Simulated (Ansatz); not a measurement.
Reaction (SMILES): O=[P] (O-P) → O atom + P atom
B3LYP-D3(BJ)/def2-TZVP geometries, fixed; electronic energies without zero-point terms.
Largest species:
```xyz
2

P      0.0000     0.0000    -0.5147
O      0.0000     0.0000     0.9651
```
Charge 0, spin multiplicity 2.

Basis-set convergence of the atomisation energy at CCSD(T) with Ansatz (an electronic-structure program). Cartesian d functions, on some or all atoms, in 6-31G**, 6-31+G*; all else is spherical. Cores are frozen. Open shells are unrestricted. No added dispersion term, no relativity. Functions are those of the species that has most. Reference: Hartree-Fock in aug-cc-pV(Q+d)Z plus the correlation part extrapolated as X^-3 from aug-cc-pV(T+d)Z and aug-cc-pV(Q+d)Z, 142.41 kcal/mol, itself unsure by roughly 1.17 kcal/mol (a third of the extrapolation step and of the last Hartree-Fock step). Deviations are taken from unrounded values.

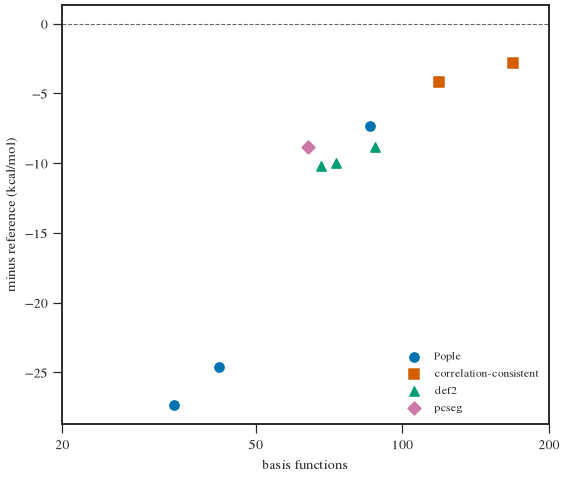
Deviation from the reference against the number of basis functions, by family of sets.

```json
[
 {"basis": "6-31G**", "functions": "34", "atomisation energy (kcal/mol)": "115.06", "minus reference (kcal/mol)": "-27.35"},
 {"basis": "6-31+G*", "functions": "42", "atomisation energy (kcal/mol)": "117.83", "minus reference (kcal/mol)": "-24.58"},
 {"basis": "pcseg-2", "functions": "64", "atomisation energy (kcal/mol)": "133.57", "minus reference (kcal/mol)": "-8.85"},
 {"basis": "def2-TZVP", "functions": "68", "atomisation energy (kcal/mol)": "132.24", "minus reference (kcal/mol)": "-10.17"},
 {"basis": "def2-TZVPP", "functions": "73", "atomisation energy (kcal/mol)": "132.46", "minus reference (kcal/mol)": "-9.95"},
 {"basis": "6-311++G(3df,3pd)", "functions": "86", "atomisation energy (kcal/mol)": "135.05", "minus reference (kcal/mol)": "-7.36"},
 {"basis": "def2-TZVPPD", "functions": "88", "atomisation energy (kcal/mol)": "133.58", "minus reference (kcal/mol)": "-8.84"},
 {"basis": "cc-pV(Q+d)Z", "functions": "119", "atomisation energy (kcal/mol)": "138.26", "minus reference (kcal/mol)": "-4.15"},
 {"basis": "aug-cc-pV(Q+d)Z", "functions": "169", "atomisation energy (kcal/mol)": "139.61", "minus reference (kcal/mol)": "-2.80"}
]
```
